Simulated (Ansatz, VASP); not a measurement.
# SbAs in two plane-wave programs, part 2 of 2

Aim: how closely do two programs agree when they are given the same cell, functional and k mesh? The cell is generated by rule, not measured, and may not be a known phase. The cell is taken from a series of VASP runs on this material, whose earlier steps may have relaxed, scaled or displaced it; both programs get it as it stands. Valence electrons are named where the data sets of a main pair hold unlike numbers.

VASP 6.6.1 and Ansatz 0.2.0.

So far: Starting point; VASP: band structure, PBEsol, spin-orbit coupling.

The structure was built from a prototype and need not be the compound's stable phase.

## 3. Ansatz: band structure, PBEsol, spin-orbit coupling

Level of this step: Ansatz beside VASP: Kohn-Sham DFT, plane waves, PBEsol, spin-orbit coupling (Ansatz).

Ansatz runs on its fully relativistic PAW (standard-fr) files.

The same cell, functional, mesh and smearing now go to Ansatz, which takes its cutoff from its data sets.

Contents of input.yaml:

```yaml
crystal:
  lattice:
    - [0.0, 2.95, 2.95]
    - [2.95, 0.0, 2.95]
    - [2.95, 2.95, 0.0]
  atoms:
    - { symbol: As, position: [0.0, 0.0, 0.0] }
    - { symbol: Sb, position: [0.5, 0.5, 0.5] }
hamiltonian:
  xc: pbesol
  pseudopotentials: { kind: paw_fr }
magnetization:
  noncollinear: true
  spin_orbit: true
kpoints:
  mp_grid: { grid: [8, 8, 8] }
  band_path:
    path:
      - [0.0, 0.0, 0.0]
      - [0.16667, 0.0, 0.16667]
      - [0.33333, 0.0, 0.33333]
      - [0.5, 0.0, 0.5]
      - [0.5, 0.08333, 0.58333]
      - [0.5, 0.18333, 0.68333]
      - [0.5, 0.25, 0.75]
      - [0.45, 0.3, 0.75]
      - [0.40833, 0.34167, 0.75]
      - [0.35, 0.35, 0.7]
      - [0.225, 0.225, 0.45]
      - [0.075, 0.075, 0.15]
      - [0.03333, 0.03333, 0.03333]
      - [0.23333, 0.23333, 0.23333]
      - [0.4, 0.4, 0.4]
      - [0.51667, 0.46667, 0.51667]
      - [0.55833, 0.38333, 0.55833]
      - [0.60833, 0.28333, 0.60833]
      - [0.60833, 0.25, 0.64167]
      - [0.55833, 0.25, 0.69167]
      - [0.51667, 0.25, 0.73333]
      - [0.5, 0.3, 0.7]
      - [0.5, 0.38333, 0.61667]
      - [0.5, 0.48333, 0.51667]
      - [0.475, 0.475, 0.55]
      - [0.425, 0.425, 0.65]
      - [0.38333, 0.38333, 0.73333]
      - [0.59167, 0.18333, 0.59167]
      - [0.55, 0.1, 0.55]
      - [0.5, 0.0, 0.5]
    npoints: 1
scf:
  occupations: { method: gaussian, width: 0.02 }
  n_extra_bands: 14
output:
  forces: true
  stress: true
  eigenvalues: true
```

On the command line:

```sh
$ ansatz run input.yaml --threads 2 --pin off --max-ram 4608MiB --backend cpu --events-out ev --progress --plain --runs-dir out
```

Numbers of over 12 decimals in the logs are rounded to 6 here.

Output:

```text
scf.n_extra_bands = 14 over 30 filled bands (N_el = 30.0): the run solves 44 bands
Engine: ansatz 0.2.0, aarch64-unknown-linux-gnu
Pseudopotentials: kind: paw_fr
Pseudopotential: As, paw_fr, valence charge 15, recommended cutoff 420 eV (normal), As.paw.azcp#standard-fr
Pseudopotential: Sb, paw_fr, valence charge 15, recommended cutoff 420 eV (normal), Sb.paw.azcp#standard-fr
Functional definition: PBEsol
  exchange = pbesol_x
  correlation = pbesol_c
non-collinear run that drives no moment, with spin-orbit: no starting moment large enough to seed its density (crystal.atoms[].spin), no starting occupations that ask for one, no magnetisation constraint and no magnetic field, so the semilocal B_xc is pinned to zero
Crystal: 2 atoms, lattice volume = 51.345 Å³
Basis set: ecut = 420 eV, 965 PW (Γ), exchange–correlation on 60×60×60 points (8 copies of the dense FFT grid, shifted against one another)
Bands: 44, of which v1, the nominal top of the filled ones, is band 30 counted from 1 (29 counted from 0)
Symmetry: 48 space group operations + 48 with time reversal
Magnetic group: BNS 225.117 (UNI 1619), of the structure as read, at distance tolerance 3.7e-5 Å
k-points: 29 of 512
Projection manifold: j_resolved (fully-relativistic pseudo-atomic orbitals)
Non-local potential: As, projectors of the file, l = 0: 2, l = 1: 4, l = 2: 6, l = 3: 2
Non-local potential: Sb, projectors of the file, l = 0: 2, l = 1: 4, l = 2: 4, l = 3: 4
PAW form: soft (Blöchl's): semilocal exchange-correlation on the pseudo side does not see the compensation charge
PAW frozen core: As, regenerated for the run's functional, and the local potential with it (the file was generated under x = pbe(κ = 0.804, μ = 0.219515), c = pbe(β = 0.066725))
PAW frozen core: Sb, regenerated for the run's functional, and the local potential with it (the file was generated under x = pbe(κ = 0.804, μ = 0.219515), c = pbe(β = 0.066725))
PAW one-centre angular grid: As, 590 points (default); XC on 64 Gauss nodes
PAW one-centre angular grid: Sb, 590 points (default); XC on 64 Gauss nodes
Initial density: superposition of atomic densities (chi_scale 0.1, normalization cell, long waves kept (reshape's long-wave potential 0.00 eV rms))
Initial wavefunctions: pseudopotential atomic-orbital guess
Functional: x = pbesol(κ = 0.804, μ = 0.123457), c = pbesol(β = 0.046)
SCF iter   1: F=—  HF=-11223.492857 eV  |F-HF|=—  |Δ(HF+E_count)|=         —  Δρ=1.47e-2  dr2=1.09e-1  dr2_m=0.00e0 (ungated)  ethr=3.10e-3  |M|=0.00e0 ∫|m|=0.00e0 μB  |m|>n=0.0e0 m-floor=0.0e0 τ_xc=0.0e0  β_m=0.30  ⟨swp⟩=8.9  Hψ=3628  notcnv=0  defer=38
preconditioner: auto → none  [insulator: Δε(μ)=0.114 eV  Ē_g=11.737 eV  σ=0.020 eV  W_gap=0.83  n_scr=14 (ndim 8)  ℏωp=16.4 eV  f_vac=0.000  D(μ)=1.67/eV (n_scr^D=14)  ε∞_Penn≈2.9]
SCF iter   2: F=—  HF=-11223.478855 eV  |F-HF|=—  |Δ(HF+E_count)|=   1.40e-2  Δρ=9.36e-3  dr2=3.28e-2  dr2_m=0.00e0 (ungated)  ethr=3.62e-4  |M|=0.00e0 ∫|m|=0.00e0 μB  |m|>n=0.0e0 m-floor=0.0e0 τ_xc=0.0e0  β_m=0.44  ⟨swp⟩=2.0  Hψ=850  notcnv=0  defer=212
SCF iter   3: F=—  HF=-11223.476733 eV  |F-HF|=—  |Δ(HF+E_count)|=   2.12e-3  Δρ=3.56e-3  dr2=6.00e-3  dr2_m=0.00e0 (ungated)  ethr=1.09e-4  |M|=0.00e0 ∫|m|=0.00e0 μB  |m|>n=0.0e0 m-floor=0.0e0 τ_xc=0.0e0  β_m=0.47  ⟨swp⟩=3.0  Hψ=1052  notcnv=0  defer=212
SCF iter   4: F=—  HF=-11223.476212 eV  |F-HF|=—  |Δ(HF+E_count)|=   5.21e-4  Δρ=5.05e-4  dr2=1.11e-4  dr2_m=0.00e0 (ungated)  ethr=2.00e-5  |M|=0.00e0 ∫|m|=0.00e0 μB  |m|>n=0.0e0 m-floor=0.0e0 τ_xc=0.0e0  β_m=0.53  ⟨swp⟩=2.0  Hψ=661  notcnv=0  defer=212
SCF iter   5: F=—  HF=-11223.476219 eV  |F-HF|=—  |Δ(HF+E_count)|=   6.60e-6  Δρ=1.03e-4  dr2=2.55e-6  dr2_m=0.00e0 (ungated)  ethr=3.69e-7  |M|=0.00e0 ∫|m|=0.00e0 μB  |m|>n=0.0e0 m-floor=0.0e0 τ_xc=0.0e0  β_m=0.61  ⟨swp⟩=2.3  Hψ=965  notcnv=0  defer=212
SCF iter   6: F=—  HF=-11223.476219 eV  |F-HF|=—  |Δ(HF+E_count)|=   3.77e-7  Δρ=3.05e-5  dr2=3.11e-7  dr2_m=0.00e0 (ungated)  ethr=8.51e-9  |M|=0.00e0 ∫|m|=0.00e0 μB  |m|>n=0.0e0 m-floor=0.0e0 τ_xc=0.0e0  β_m=0.66  ⟨swp⟩=2.8  Hψ=1043  notcnv=0  defer=212
SCF iter   7: F=-11223.476219 eV  HF=-11223.476219 eV  |F-HF|=2.46e-9  |Δ(HF+E_count)|=   4.18e-8  Δρ=4.69e-6  dr2=8.48e-9  dr2_m=0.00e0 (ungated)  ethr=3.33e-10  |M|=0.00e0 ∫|m|=0.00e0 μB  |m|>n=0.0e0 m-floor=0.0e0 τ_xc=0.0e0  ⟨swp⟩=11.4  Hψ=3004  notcnv=0
SCF 1 converged in 7 iterations: F = -11223.476219 eV  dr2 = 8.48e-9
  greatest PAW one-centre occupation: 0.999 electrons in one spin orbital (limit 2), on the As atom at site 0 (counted from 0), in its partial waves of l = 2
NSCF: frozen V_eff on 30 k-points
SCF converged after 7 iterations
Magnetization: |M| = 0.0000 μB,  M = (+0.0000, +0.0000, +0.0000) μB
Absolute magnetization: 0.0000 μB (∫|m|)
  site 0: m = (+0.0000, +0.0000, +0.0000) μB, |m| = 0.0000 μB  (R = 1.22 Å)
  site 1: m = (+0.0000, +0.0000, +0.0000) μB, |m| = 0.0000 μB  (R = 1.22 Å)
Free energy (F): -11223.476219 eV
Harris-Foulkes:  -11223.476219 eV  (|F-HF|=2.46e-9)
Internal energy: -11223.476098 eV  (E = F + TS)
E sigma→0 (E₀):  -11223.476158 eV
Entropy (-TS):   -0.000121 eV (-0.061 meV/atom)
Fermi energy:    9.979418 eV
--- Per-component energies (eV) ---
  E_band       = -403.931384
  E_kinetic    = 308.332685
  E_local      = -3233.684578  (includes V_loc(G=0)·N_el)
  E_nonlocal   = -304.146700
  E_hartree    = 1631.094598
  E_xc         = -215.714943
  E_vxc        = -175.083868  (∫ρ·V_xc dr)
  E_paw        = -6294.520846  (= ΣΔE_a)
  E_vpaw       = -261.534354  (= ΣTr[D̂ρ^β])
  E_aug_tail   = 0.000006  (compensation charges beyond the density's cutoff)
  E_ewald      = -3116.141529
  E_core_change = 1.305209  (= ΣΔE_core)
  E_smearing   = -0.000121  (= −TS)
  E_closure    = -0.000000  (closes the sum)
  Σ components = -11223.476219   (vs F -11223.476219, Δ=0.00e0)
--- Forces (eV/Å), atoms counted from 1 ---
  atom   1  As    -0.00000000     0.00000000    -0.00000000
  atom   2  Sb     0.00000000     0.00000000    -0.00000000
  max |Σ_I F_I| component: 6.68e-29 eV/Å
--- Stress (GPa, compression-positive) ---
       -4.557778       0.000000      -0.000000
        0.000000      -4.557778      -0.000000
        0.000000       0.000000      -4.557778
  P = ⅓ Tr σ = -4.5578 GPa (-45.578 kbar)
--- Band table (eV; the first three rows and the last of 29) ---
  k-point 0: bands = [... 26 lower, 8.4693, 8.4693, 8.4693, 8.4693, 13.0333, 13.0333, 13.8130, 13.8130, ... 10 higher]
  k-point 1: bands = [... 26 lower, 8.4970, 8.4970, 8.7589, 8.7589, 12.4004, 12.4004, 13.0253, 13.0253, ... 10 higher]
  k-point 2: bands = [... 26 lower, 8.6189, 8.6189, 9.2340, 9.2340, 11.2362, 11.2362, 11.7224, 11.7224, ... 10 higher]
  k-point 28: bands = [... 26 lower, 5.0052, 5.0052, 9.9855, 9.9855, 10.3718, 10.3718, 15.3914, 15.3914, ... 10 higher]
```

The job ended after 19 s (2 threads of Arm Neoverse N1, shared host; peak memory 0.51 GiB).

## 4. Differences

Known differences besides the potentials themselves: spin-orbit coupling enters by fully relativistic files in Ansatz and inside the spheres in VASP; the data sets hold 30 valence electrons in Ansatz (on its fully relativistic PAW (standard-fr) files) and 10 in VASP; the cutoff is 420 eV in Ansatz and 400 eV in VASP; Ansatz makes its cores anew for this functional, VASP keeps those of its PBE data sets. Total energies have different zeros and are not compared.

Compared:

```tsv
quantity	Ansatz	VASP	difference
pressure (GPa)	-4.56	-4.48	-0.08
```

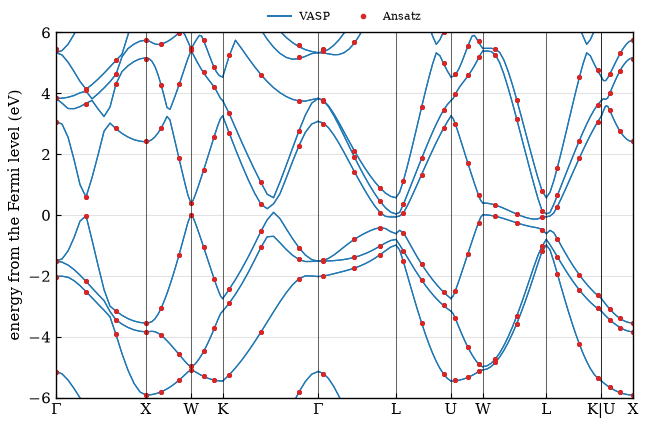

Bands from VASP (lines) and levels from Ansatz (dots). Dots without a line are higher empty bands that the VASP plot leaves out.

Levels from 3 eV below to 2 eV above the Fermi level differ by 5 meV r.m.s. and 12 meV at most; each VASP level is matched to the nearest of Ansatz, which flatters the figure a little. Ansatz's pressure holds a Pulay correction of 0.03 GPa; VASP's holds none.

## 5. Summary of results

* r.m.s. difference of levels near the Fermi level (band structure, PBEsol, spin-orbit coupling): 4.8 meV

In words: The r.m.s. difference of levels near the Fermi level is 4.8 meV (band structure, PBEsol, spin-orbit coupling), within the 80 meV picked in this series as the mark of a large difference. The data sets hold unlike numbers of valence electrons (30 in Ansatz and 10 in VASP), so part of the differences comes from the potentials. Such differences can come from data sets, numerical settings and the points named under the comparisons, not from the functional's error against experiment.

[Lines on the potential files, build, host, timing and source positions are cut from VASP's logs without a mark.]

[Logs are printed without paths, hosts, clocks, repeated set-up lines and the standing remarks that a program may print on its own settings, such as how far it seeks lower states.]

[Hosts, paths, dates, database ids (printed as entryN), source tags and the programs' standing remarks are cut or masked in the printed files.]
